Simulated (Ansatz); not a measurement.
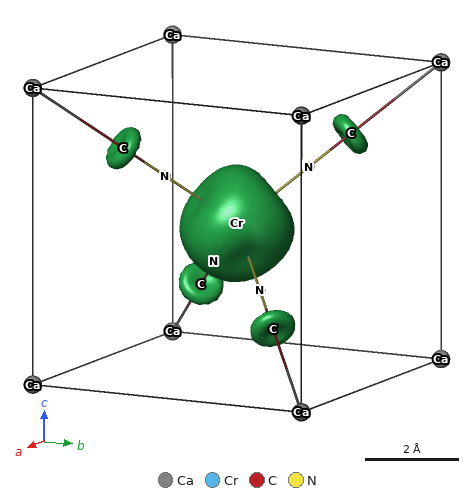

Figure. CaCrC4N4. Isosurfaces of the spin density (up minus down) at +0.06 (green) and −0.06 e/Å³ (red), seen at an oblique angle. Sticks mark near contacts.

Space group P-43m; a structure generated by program, which may or may not match a known phase; spin-polarised.

The calculation used DFT PBE, scalar-relativistic, plane waves, PAW (Ansatz 0.2.0).

Where is the spin, and how is it ordered?

The spin density sits on Cr: +2.8 μB in one cell of 10 atoms: parallel moments, as they must be, since the calculation's own cell holds one magnetic site. The cell of the calculation (10 atoms) carries 4.0 μB of net spin moment. Only one sign reaches the isovalue.
